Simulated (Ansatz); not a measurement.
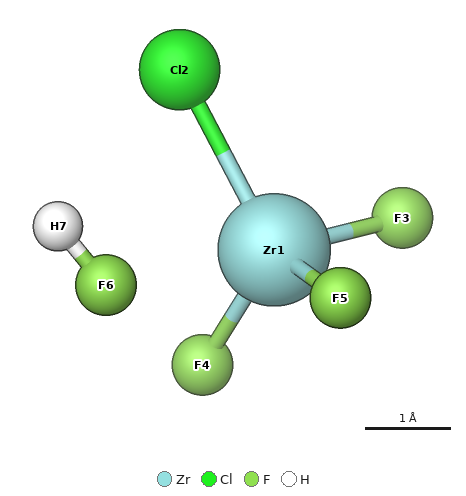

Figure 1. The structure as given in the input (ball-and-stick view, seen at a tilt; atoms are numbered from 1 in the order of the input). Sticks mark near contacts.

Run report: ZrHClF$_{4}$, nudged elastic band

ZrHClF$_{4}$, computed with RHF/def2-SVP (Ansatz 0.2.0).

It belongs to a series of runs on one base structure; here: band between the two ends. Figures and captions count atoms from 1; the log counts them from 0 in places.

Input:
```yaml
crystal:
  periodic: [false, false, false]
  atoms:
    - { symbol: Zr, position_ang: [0.022731, 0.0, 0.076707] }
    - { symbol: Cl, position_ang: [0.371132, 0.0, 2.466869] }
    - { symbol: F, position_ang: [1.796358, 0.0, -0.57904] }
    - { symbol: F, position_ang: [-0.671591, 1.603567, -0.665205] }
    - { symbol: F, position_ang: [-0.671591, -1.603567, -0.665205] }
    - { symbol: F, position_ang: [-2.249079, 0.0, 1.000529] }
    - { symbol: H, position_ang: [-2.339061, 0.0, 1.907846] }
basis:
  gaussian: { orbitals: def2-SVP }
hamiltonian:
  xc: hf
neb:
  order_check: false
  images: 5
  f_tol: 0.05
  max_iterations: 60
  final_atoms:
    - { symbol: Zr, position_ang: [-0.39656354, 0.0, -0.6298168] }
    - { symbol: Cl, position_ang: [-0.30970019, 0.0, 3.70700586] }
    - { symbol: F, position_ang: [1.37074258, 0.0, 0.0548973] }
    - { symbol: F, position_ang: [-0.65108691, 1.546569, -1.69829543] }
    - { symbol: F, position_ang: [-0.65108691, -1.546569, -1.69829543] }
    - { symbol: F, position_ang: [-1.70593123, 0.0, 0.76347824] }
    - { symbol: H, position_ang: [-1.3974748, 0.0, 3.04352727] }
  initial_path:
    images:
      - { positions_ang: [[0.022731, 0.0, 0.076707], [0.371132, 0.0, 2.466869], [1.796358, 0.0, -0.57904], [-0.671591, 1.603567, -0.665205], [-0.671591, -1.603567, -0.665205], [-2.249079, 0.0, 1.000529], [-2.339061, 0.0, 1.907846]] }
      - { positions_ang: [[0.01780145, 0.0, 0.05397866], [0.23492791, 0.0, 2.60396684], [1.82598635, 0.0, -0.59307514], [-0.75242943, 1.60761133, -0.66528847], [-0.75242943, -1.60761133, -0.66528847], [-2.22167415, 0.0, 0.89804858], [-2.0932837, 0.0, 1.91015899]] }
      - { positions_ang: [[0.0128719, 0.0, 0.03125033], [0.09872383, 0.0, 2.74106468], [1.85561469, 0.0, -0.60711027], [-0.83326786, 1.61165567, -0.66537194], [-0.83326786, -1.61165567, -0.66537194], [-2.1942693, 0.0, 0.79556815], [-1.8475064, 0.0, 1.91247198]] }
      - { positions_ang: [[0.00794236, 0.0, 0.00852199], [-0.03748026, 0.0, 2.87816252], [1.88524304, 0.0, -0.62114541], [-0.9141063, 1.6157, -0.66545541], [-0.9141063, -1.6157, -0.66545541], [-2.16686445, 0.0, 0.69308773], [-1.6017291, 0.0, 1.91478497]] }
      - { positions_ang: [[-0.12689294, 0.0, -0.20425761], [-0.12822024, 0.0, 3.15444363], [1.71374289, 0.0, -0.39579784], [-0.82643317, 1.59265633, -1.00973541], [-0.82643317, -1.59265633, -1.00973541], [-2.01322004, 0.0, 0.71655123], [-1.53364433, 0.0, 2.29103241]] }
      - { positions_ang: [[-0.26172824, 0.0, -0.4170372], [-0.21896021, 0.0, 3.43072475], [1.54224273, 0.0, -0.17045027], [-0.73876004, 1.56961267, -1.35401542], [-0.73876004, -1.56961267, -1.35401542], [-1.85957563, 0.0, 0.74001474], [-1.46555957, 0.0, 2.66727984]] }
      - { positions_ang: [[-0.39656354, 0.0, -0.6298168], [-0.30970019, 0.0, 3.70700586], [1.37074258, 0.0, 0.0548973], [-0.65108691, 1.546569, -1.69829543], [-0.65108691, -1.546569, -1.69829543], [-1.70593123, 0.0, 0.76347824], [-1.3974748, 0.0, 3.04352727]] }
```

Machine: 2 threads of Arm Neoverse N1, 24 GiB of memory available, shared host.

Launched with:
```bash
ansatz run input.yaml --threads 2 --pin off --max-ram 3072MiB --backend cpu --events-out ev --progress --plain --runs-dir out
```

Output:
```
Engine: ansatz 0.2.0, aarch64-unknown-linux-gnu
Functional definition: HF
  exchange = exact_x
  correlation = 0
1134 factors; integrals over basis functions are off by at most 2.7e-4 eV
mean field evaluation 1: about -24599.8772 eV, gradient 5.6e1 eV
mean field evaluation 2: about -24599.9850 eV, gradient 5.6e1 eV
mean field evaluation 4: about -24605.8158 eV, gradient 2.5e0 eV
mean field evaluation 8: about -24605.8644 eV, gradient 8.5e-2 eV
mean field -24605.86441767 eV, -904.2488388955 hartree, gradient 8.7e-5 eV, S^2 0.000000; 0 other end points of the search recorded, 0 dependent functions left out
the calculation of the forces begins
reference -24605.86441767 eV, -904.2488388955 hartree; 33, 33 occupied and 77, 77 virtual orbitals, 1134 factors
1138 factors; integrals over basis functions are off by at most 7.0e-4 eV
mean field evaluation 16: about -24602.0760 eV, gradient 4.9e1 eV
mean field -24605.66999118 eV, -904.2416938538 hartree, gradient 2.3e-5 eV, S^2 0.000000; 0 other end points of the search recorded, 0 dependent functions left out
[... from here on the field's lines of each further geometry are left out, up to the last ...]
NEB iter   1: max|band force component| = 5.280e0 eV/Å  barrier→ = 3.1717 eV  barrier← = 2.9773 eV  Δτ_max = 0.2000 Å  (283 SCF iters)
NEB iter   2: max|band force component| = 3.067e0 eV/Å  barrier→ = 1.7438 eV  barrier← = 1.5494 eV  Δτ_max = 0.2000 Å  (193 SCF iters)
NEB iter   3: max|band force component| = 2.146e0 eV/Å  barrier→ = 1.3906 eV  barrier← = 1.1962 eV  Δτ_max = 0.2000 Å  (190 SCF iters)
NEB iter   4: max|band force component| = 1.652e0 eV/Å  barrier→ = 0.9152 eV  barrier← = 0.7208 eV  Δτ_max = 0.1004 Å  (197 SCF iters)
NEB iter   5: max|band force component| = 5.535e-1 eV/Å  barrier→ = 0.7144 eV  barrier← = 0.5200 eV  Δτ_max = 0.0919 Å  (191 SCF iters)
NEB iter   6: max|band force component| = 5.892e-1 eV/Å  barrier→ = 0.6070 eV  barrier← = 0.4126 eV  Δτ_max = 0.0456 Å  (193 SCF iters)
NEB iter   7: max|band force component| = 5.528e-1 eV/Å  barrier→ = 0.5808 eV  barrier← = 0.3863 eV  CI = image 3  Δτ_max = 0.0927 Å  (195 SCF iters)
NEB iter   8: max|band force component| = 5.349e-1 eV/Å  barrier→ = 0.6894 eV  barrier← = 0.4949 eV  CI = image 3  Δτ_max = 0.1606 Å  (194 SCF iters)
NEB iter   9: max|band force component| = 7.715e-1 eV/Å  barrier→ = 0.8975 eV  barrier← = 0.7031 eV  CI = image 3  Δτ_max = 0.0794 Å  (194 SCF iters)
NEB iter  10: max|band force component| = 4.766e-1 eV/Å  barrier→ = 0.8676 eV  barrier← = 0.6732 eV  CI = image 3  Δτ_max = 0.0643 Å  (195 SCF iters)
NEB iter  11: max|band force component| = 1.439e-1 eV/Å  barrier→ = 0.8647 eV  barrier← = 0.6703 eV  CI = image 3  Δτ_max = 0.0155 Å  (200 SCF iters)
the calculation of the forces begins
reference -24605.64017640 eV, -904.2405981809 hartree; 33, 33 occupied and 77, 77 virtual orbitals, 1139 factors
1136 factors; integrals over basis functions are off by at most 9.5e-4 eV
mean field evaluation 768: about -24605.0018 eV, gradient 2.2e-5 eV
mean field -24605.00175388 eV, -904.2171365858 hartree, gradient 1.3e-5 eV, S^2 0.000000; 1 other end points of the search recorded, 0 dependent functions left out
the calculation of the forces begins
reference -24605.00175388 eV, -904.2171365858 hartree; 33, 33 occupied and 77, 77 virtual orbitals, 1136 factors
NEB iter  12: max|band force component| = 2.582e-2 eV/Å  barrier→ = 0.8627 eV  barrier← = 0.6682 eV  CI = image 3  Δτ_max = 0.0000 Å  (518 SCF iters)
```

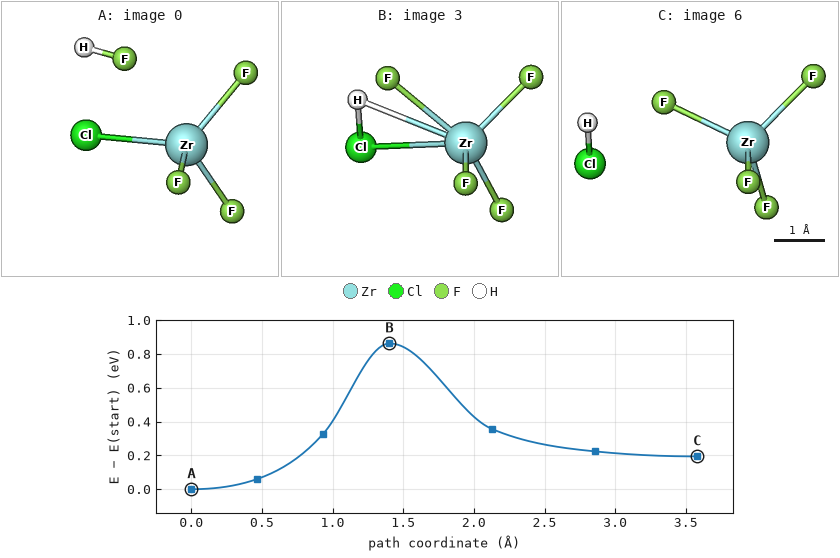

Figure 2. Images of the last band (counted from 0; ball-and-stick, seen at a tilt) above the energy along the path; the line is a cubic interpolation that uses the forces. The highest image is number 3, 0.863 eV above the start and 0.668 eV above the end (the climbing image); the end lies 0.194 eV above the start. The path is 3.58 Å long. The band converged in 12 iterations.

```
Total energy: -24605.00175388 eV, -904.2171365858 hartree
Atom 0 at    -0.320396     0.000000    -0.067503 Å, force    -0.007072     0.000000    -0.016497 eV/Å
Atom 1 at    -0.024940     0.000000     2.629997 Å, force    -0.017858    -0.000000     0.007144 eV/Å
Atom 2 at     1.575256    -0.000000    -0.126454 Å, force     0.014451     0.000000    -0.005536 eV/Å
Atom 3 at    -0.743602     1.555713    -1.047866 Å, force     0.001922     0.013790     0.001301 eV/Å
Atom 4 at    -0.743602    -1.555713    -1.047866 Å, force     0.001922    -0.013790     0.001301 eV/Å
Atom 5 at    -2.078965    -0.000000     1.085855 Å, force     0.006539     0.000000     0.032989 eV/Å
Atom 6 at    -1.404852     0.000000     2.116338 Å, force     0.000097     0.000000    -0.020703 eV/Å
Dipole moment:    -0.159949    -0.000000     0.327130 e Å
this run last wrote the band of iteration 12 to [file]
```

The last band as extended XYZ (Å, eV, eV/Å):
```
7
Properties=species:S:1:pos:R:3:forces:R:3 image=0 energy=-24605.86442
Zr    0.0227    0.0000    0.0767   -0.0045   0.0000   0.0021
Cl    0.3711    0.0000    2.4669   -0.0009   0.0000  -0.0023
F     1.7964    0.0000   -0.5790    0.0031   0.0000  -0.0035
F    -0.6716    1.6036   -0.6652    0.0017   0.0079   0.0021
F    -0.6716   -1.6036   -0.6652    0.0017  -0.0079   0.0021
F    -2.2491    0.0000    1.0005   -0.0001   0.0000  -0.0011
H    -2.3391    0.0000    1.9078   -0.0010   0.0000   0.0005
7
Properties=species:S:1:pos:R:3:forces:R:3 image=1 energy=-24605.80374
Zr   -0.0601    0.0000    0.0427    0.0759   0.0000   0.0230
Cl    0.2205    0.0000    2.4795    0.0778   0.0000  -0.0388
F     1.7748    0.0000   -0.3969    0.0544   0.0000  -0.1237
F    -0.7048    1.5637   -0.8138    0.0097   0.0167   0.0945
F    -0.7048   -1.5637   -0.8138    0.0097  -0.0167   0.0945
F    -2.2352    0.0000    1.0745   -0.0402   0.0000  -0.0408
H    -2.0315    0.0000    1.9703   -0.1874   0.0000  -0.0087
7
Properties=species:S:1:pos:R:3:forces:R:3 image=2 energy=-24605.53578
Zr   -0.1829    0.0000    0.0025    0.2822   0.0000   0.1376
Cl    0.1146    0.0000    2.5321    0.3319   0.0000  -0.2183
F     1.6831    0.0000   -0.2212    0.2173   0.0000  -0.2389
F    -0.7321    1.5372   -0.9592   -0.0044  -0.0332   0.1927
F    -0.7321   -1.5372   -0.9592   -0.0044   0.0332   0.1927
F    -2.1653    0.0000    1.1518   -0.1579   0.0000   0.1970
H    -1.7264    0.0000    1.9958   -0.6647   0.0000  -0.2629
7
Properties=species:S:1:pos:R:3:forces:R:3 image=3 energy=-24605.00175
Zr   -0.3204    0.0000   -0.0675   -0.0071   0.0000  -0.0165
Cl   -0.0249    0.0000    2.6300   -0.0179   0.0000   0.0071
F     1.5753    0.0000   -0.1265    0.0145   0.0000  -0.0055
F    -0.7436    1.5557   -1.0479    0.0019   0.0138   0.0013
F    -0.7436   -1.5557   -1.0479    0.0019  -0.0138   0.0013
F    -2.0790    0.0000    1.0859    0.0065   0.0000   0.0330
H    -1.4049    0.0000    2.1163    0.0001   0.0000  -0.0207
7
Properties=species:S:1:pos:R:3:forces:R:3 image=4 energy=-24605.50751
Zr   -0.4208    0.0000   -0.2286   -0.0453   0.0000  -0.0881
Cl   -0.0422    0.0000    2.7552    0.0013   0.0000   0.0573
F     1.4729    0.0000    0.0533   -0.0665   0.0000   0.0682
F    -0.6829    1.5733   -1.2472    0.0176   0.0111  -0.1058
F    -0.6829   -1.5733   -1.2472    0.0176  -0.0111  -0.1058
F    -2.0650    0.0000    0.8176    0.0145   0.0000  -0.1194
H    -1.3202    0.0000    2.6394    0.0608   0.0000   0.2936
7
Properties=species:S:1:pos:R:3:forces:R:3 image=5 energy=-24605.64018
Zr   -0.4349    0.0000   -0.4527   -0.0035   0.0000  -0.0304
Cl   -0.0963    0.0000    3.1357    0.0017   0.0000   0.0498
F     1.3614    0.0000    0.1687   -0.0159   0.0000   0.0092
F    -0.6338    1.5510   -1.5247    0.0012  -0.0030  -0.0368
F    -0.6338   -1.5510   -1.5247    0.0012   0.0030  -0.0368
F    -1.9395    0.0000    0.7358    0.0165   0.0000  -0.0056
H    -1.3642    0.0000    3.0044   -0.0011   0.0000   0.0505
7
Properties=species:S:1:pos:R:3:forces:R:3 image=6 energy=-24605.66999
Zr   -0.3966    0.0000   -0.6298   -0.0029   0.0000  -0.0009
Cl   -0.3097    0.0000    3.7070   -0.0160   0.0000  -0.0084
F     1.3707    0.0000    0.0549    0.0025   0.0000  -0.0015
F    -0.6511    1.5466   -1.6983    0.0010   0.0000   0.0003
F    -0.6511   -1.5466   -1.6983    0.0010   0.0000   0.0003
F    -1.7059    0.0000    0.7635   -0.0005   0.0000   0.0046
H    -1.3975    0.0000    3.0435    0.0150   0.0000   0.0056
```

Summary:

```json
{"quantity": "outcome", "value": "converged"}
{"quantity": "barrier, forward", "value": "0.863 eV"}
{"quantity": "barrier, backward", "value": "0.668 eV"}
{"quantity": "wall time", "value": "2.9 min (CPU time 5.5 min)"}
{"quantity": "peak memory", "value": "0.24 GiB"}
```

Notes:

The order of the saddle point was not checked.
